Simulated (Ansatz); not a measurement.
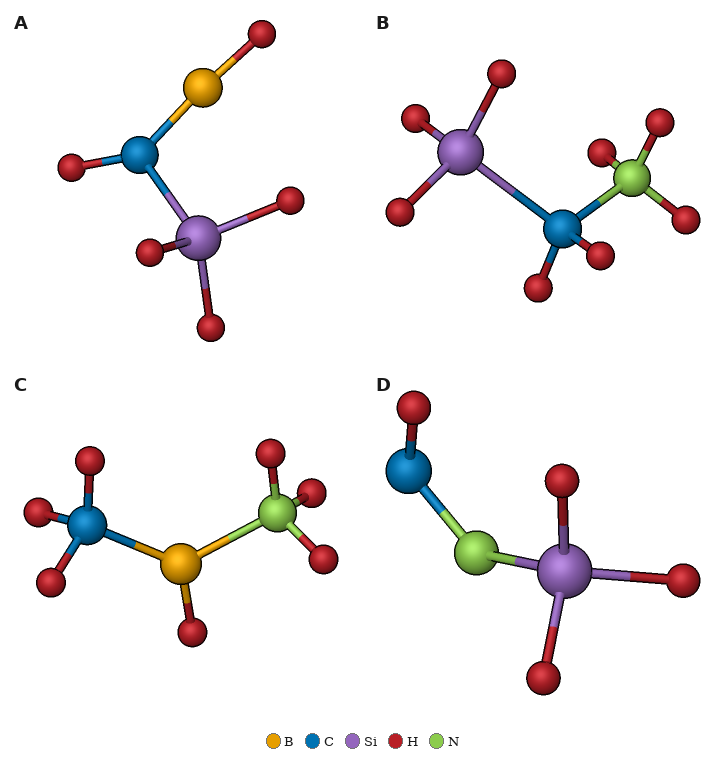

```sh
ansatz run in.yaml --threads 2 --pin off --events-out ev --progress --plain --max-ram 4352MiB
```

```yaml
crystal:
  periodic: [false, false, false]
  atoms:
    - {symbol: C, position_ang: [-0.961309, -1.718680, 0.171343]}
    - {symbol: N, position_ang: [0.154286, -1.154900, -0.180979]}
    - {symbol: Si, position_ang: [0.515663, 0.521338, -0.134873]}
    - {symbol: H, position_ang: [-1.731522, -0.939387, 0.539378]}
    - {symbol: H, position_ang: [0.904500, 1.053518, -1.488938]}
    - {symbol: H, position_ang: [-0.599294, 1.420850, 0.371333]}
    - {symbol: H, position_ang: [1.717676, 0.817270, 0.722736]}
basis:
  gaussian: {orbitals: "def2-TZVPPD.json"}
total_charge: -1
hamiltonian: {xc: {name: wB97M-V}}
```

Which panel shows the molecule in this file?

Answer. D. The file holds CH4NSi(-), `[H]/[C-]=N\[SiH3]`.
